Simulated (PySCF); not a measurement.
C11H17ClSSi (MePhSiClSBu)

```yaml
atoms:
  - { symbol: C, position_ang: [-2.0813, 2.0329, 0.4011] }
  - { symbol: C, position_ang: [-2.3338, 0.6803, -0.2508] }
  - { symbol: C, position_ang: [-1.9981, -0.4696, 0.6938] }
  - { symbol: C, position_ang: [-2.1568, -1.8340, 0.0436] }
  - { symbol: S, position_ang: [-1.1086, -2.0805, -1.4368] }
  - { symbol: Si, position_ang: [0.8926, -1.9773, -0.6130] }
  - { symbol: C, position_ang: [2.0377, -2.8014, -1.8801] }
  - { symbol: Cl, position_ang: [0.9492, -2.9946, 1.1554] }
  - { symbol: C, position_ang: [1.3563, -0.1666, -0.3008] }
  - { symbol: C, position_ang: [1.8532, 0.2768, 0.9223] }
  - { symbol: C, position_ang: [2.1562, 1.6112, 1.1251] }
  - { symbol: C, position_ang: [1.9688, 2.5287, 0.1052] }
  - { symbol: C, position_ang: [1.4805, 2.1040, -1.1195] }
  - { symbol: C, position_ang: [1.1778, 0.7701, -1.3179] }
  - { symbol: H, position_ang: [-2.6860, 2.1458, 1.2986] }
  - { symbol: H, position_ang: [-1.0333, 2.1305, 0.6773] }
  - { symbol: H, position_ang: [-2.3309, 2.8385, -0.2849] }
  - { symbol: H, position_ang: [-1.7209, 0.5925, -1.1498] }
  - { symbol: H, position_ang: [-3.3805, 0.6044, -0.5536] }
  - { symbol: H, position_ang: [-0.9728, -0.3532, 1.0539] }
  - { symbol: H, position_ang: [-2.6602, -0.4344, 1.5637] }
  - { symbol: H, position_ang: [-1.9154, -2.6319, 0.7453] }
  - { symbol: H, position_ang: [-3.1737, -1.9743, -0.3218] }
  - { symbol: H, position_ang: [1.7878, -3.8498, -2.0123] }
  - { symbol: H, position_ang: [1.9505, -2.3174, -2.8470] }
  - { symbol: H, position_ang: [3.0744, -2.7382, -1.5645] }
  - { symbol: H, position_ang: [1.9983, -0.4308, 1.7256] }
  - { symbol: H, position_ang: [2.5366, 1.9364, 2.0826] }
  - { symbol: H, position_ang: [2.2000, 3.5717, 0.2648] }
  - { symbol: H, position_ang: [1.3308, 2.8152, -1.9185] }
  - { symbol: H, position_ang: [0.7894, 0.4445, -2.2723] }
```

Geometry: GFN2-xTB.

Level of theory: KT3/6-31G*, SCF density, gas phase, non-relativistic (PySCF 2.14.0).

Question: What can the converged electron density and electron localisation function tell about the bonding?

Answer: C–C (1.38 Å): the density is about 2.1 e/Å³ at the midpoint; the ELF peaks at about 0.95 between the atoms: localised, covalent bonding.
C–Si (1.89 Å): ρ is about 0.94 e/Å³ halfway; the ELF peaks at about 0.95 between the atoms (a shared electron pair).
C–H (1.08 Å): the density is about 2 e/Å³ at the midpoint; the ELF climbs to about 1 towards the hydrogen, as it does in any bond to H: an ordinary covalent bond to hydrogen.

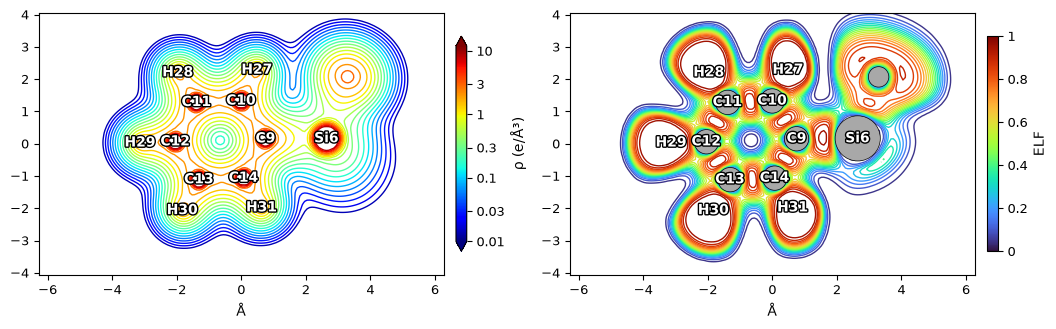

Computed electron density and electron localisation function on the plane of atoms C11, C12 and H29, in this order. Grey discs cover the atomic cores in the ELF map. 
